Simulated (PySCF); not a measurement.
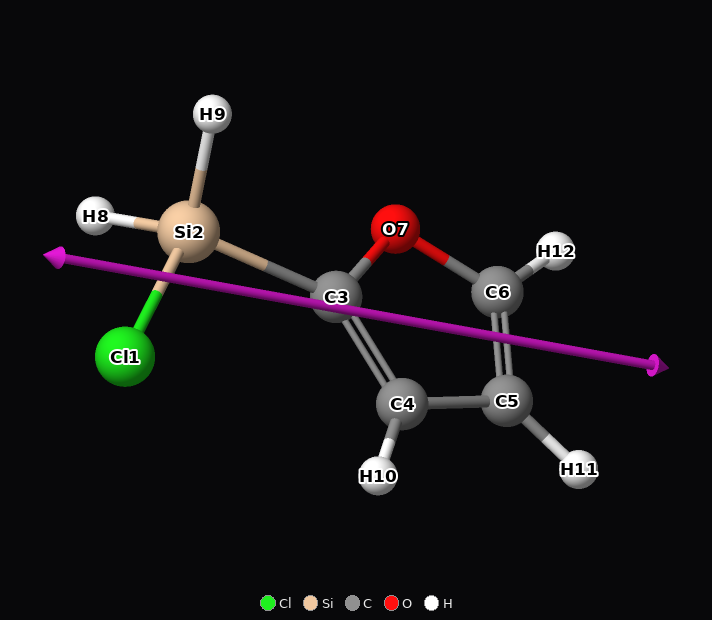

The double arrow shows the direction of the transition dipole to excited singlet state 1 (its length means nothing). The geometry was computed by an optimisation with GFN2-xTB. No frequency run is at hand to confirm it as a minimum. Properties computed with TDDFT CAM-B3LYP/def2-SVPD, vertical, gas phase, core orbitals frozen in the response (PySCF 2.14.0).

### How is the transition polarised?

Close to the long direction Cl1···C6.

### Give its energy, strength and character.

5.91 eV (210 nm), oscillator strength 0.33, mainly HOMO → LUMO (weight 0.97); transition dipole 3.84 D.

The geometry is semi-empirical. Around Si such bond lengths and angles can be off by a tenth of an ångström or more and by several degrees, and values that hang on the shape move with them.
